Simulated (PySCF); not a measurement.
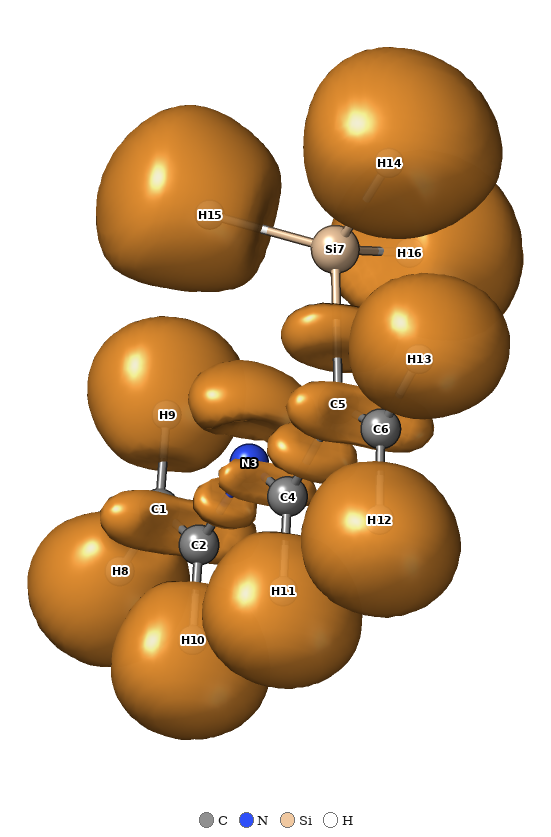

*C$_{5}$H$_{9}$NSi. Isosurface of the ELF at 0.85 (orange), seen at an oblique angle. Core shells and regions of very low density are left out.*

Geometry: GFN2-xTB.

The calculation used PBE0/pcSseg-1, SCF density, gas phase, non-relativistic in PySCF 2.14.0.

| atom | x (Å) | y (Å) | z (Å) |
| --- | --- | --- | --- |
| C | 2.9886 | 1.1016 | 0.3455 |
| C | 2.2165 | 0.0185 | 0.3627 |
| N | 0.8538 | 0.1293 | 0.2660 |
| C | 0.1020 | -0.8987 | 0.2808 |
| C | -1.3142 | -0.6723 | 0.1696 |
| C | -2.1878 | -1.6798 | 0.1728 |
| Si | -1.7186 | 1.1718 | 0.0236 |
| H | 4.0594 | 1.0369 | 0.4186 |
| H | 2.5482 | 2.0790 | 0.2567 |
| H | 2.6458 | -0.9835 | 0.4527 |
| H | 0.4898 | -1.9250 | 0.3715 |
| H | -1.8803 | -2.7130 | 0.2595 |
| H | -3.2470 | -1.5055 | 0.0885 |
| H | -3.1828 | 1.2725 | -0.0857 |
| H | -1.1059 | 1.7110 | -1.1867 |
| H | -1.2751 | 1.8662 | 1.2288 |

> Where are the electrons localised?

The ELF exceeds this value in three regions between bonded C–C atoms (shared pairs), two regions between bonded C–N atoms (shared pairs), one region between bonded C–Si atoms (shared pairs), nine regions around hydrogen nuclei and one lobe on N, pointing away from the bonds (lone pairs). Along the contacts the grid gives the following. C–N (1.27 Å): the ELF peaks at about 0.90 between the atoms; a covalent bond. C–C (1.33 Å): the ELF peaks at about 0.95 between the atoms; a short, multiple covalent bond.
